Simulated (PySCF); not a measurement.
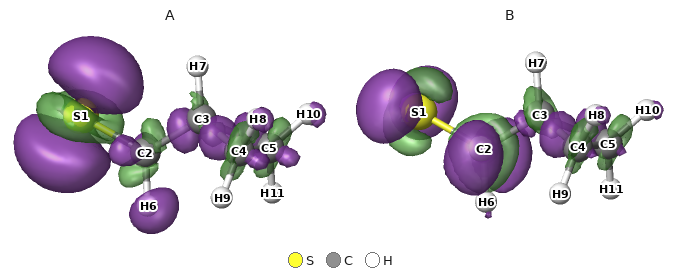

*C4H6S, SMILES `S=CC1CC1`. The two Fukui functions at ±0.03 e/Å³ (purple positive, green negative).*

Level of theory: PBE0/6-311+G** (PySCF), at a geometry from GFN2-xTB. No frequency check shows the geometry to be a minimum. GFN2-xTB bond lengths at metals and heavier atoms can be off by up to 0.1 Å and shapes distorted, which carries into these values.

The calculation's input:

```python
import numpy as np
from pyscf import gto, scf, dft
from pyscf.scf import atom_ks, atom_hf
from scipy.linalg import block_diag

def solve(mol, dm0=None, hcore=None):
    mf = (dft.UKS if mol.spin else dft.RKS)(mol, xc='pbe0')
    mf.grids.level = 3
    mf = mf.density_fit(auxbasis='def2-universal-jkfit')
    mf.conv_tol, mf.max_cycle = 1e-8, 80
    if hcore is not None:
        mf.get_hcore = lambda *args: hcore
    mf.kernel(dm0)
    if not mf.converged:
        mf = mf.newton().run(mf.mo_coeff, mf.mo_occ, max_cycle=30)
    assert mf.converged, 'SCF not converged'
    return mf

mol = gto.M(atom='''
S     -2.03390     0.00048     0.08932
C     -0.50562    -0.00157    -0.45165
C      0.65926    -0.00060     0.40522
C      1.90586    -0.74041    -0.04439
C      1.90528     0.74142    -0.04582
H     -0.32253    -0.00350    -1.52353
H      0.43615     0.00069     1.46459
H      2.46011    -1.26498     0.71792
H      1.86086    -1.25751    -0.99072
H      2.45912     1.26788     0.71549
H      1.85988     1.25666    -0.99314
''', basis='6-311+g**', charge=0, spin=0, verbose=4)
mf = solve(mol)
out = dict(e0=mf.e_tot, dm0=mf.make_rdm1(), c=mf.mo_coeff, occ=mf.mo_occ, eps=mf.mo_energy)
for name, dq, spin in [('cation', 1, 1), ('anion', -1, 1)]:
    ion = mol.copy().set(charge=mol.charge + dq, spin=spin).build()
    mi = solve(ion)
    if spin and dq > 0 and mol.nao < 130:
        c, _, stable, _ = mi.stability(return_status=True)
        if not stable:
            mi = solve(ion, mi.make_rdm1(c, mi.mo_occ))
    print(name, 'vertical energy change / eV', (mi.e_tot - mf.e_tot) * 27.211386)
    out.update({'e_' + name: mi.e_tot, 'dm_' + name: mi.make_rdm1(), 's2_' + name: mi.spin_square()[0], 'eps_' + name: mi.mo_energy, 'occ_' + name: mi.mo_occ})
# spherically averaged free atoms, for the promolecule
atm = atom_ks.get_atm_nrks(mol, xc='pbe0')
pro = block_diag(*[(atm[a[0]][2] * atm[a[0]][3]) @ atm[a[0]][2].T for a in mol._atom])
np.savez('result.npz', pro=pro, **out)
```

Command:

```sh
OMP_NUM_THREADS=1 python input.py
```

The run took 98 s on 1 thread of Arm Neoverse V2, on a shared host, peak memory 0.72 GiB.

Partitions, critical points and surface values were worked out afterwards from this run's density.

Which panel is f⁻ (electron removed) and which f⁺ (electron added)?

A is f⁻, B is f⁺. f⁻ (Hirshfeld-condensed) is largest on S1 (0.56); the vertical ionisation energy is 8.46 eV (the stability of the cation's solution wasn't checked). f⁺ (Hirshfeld-condensed) is largest on S1 (0.43); the vertical electron affinity is 0.15 eV (the stability of the anion's solution wasn't checked; the anion's highest orbital has positive energy, so this value and f⁺ depend on the basis).

What chemical potential and hardness follow from the two energies?

μ = −(I + A)/2 = −4.30 eV and η = I − A = 8.31 eV.
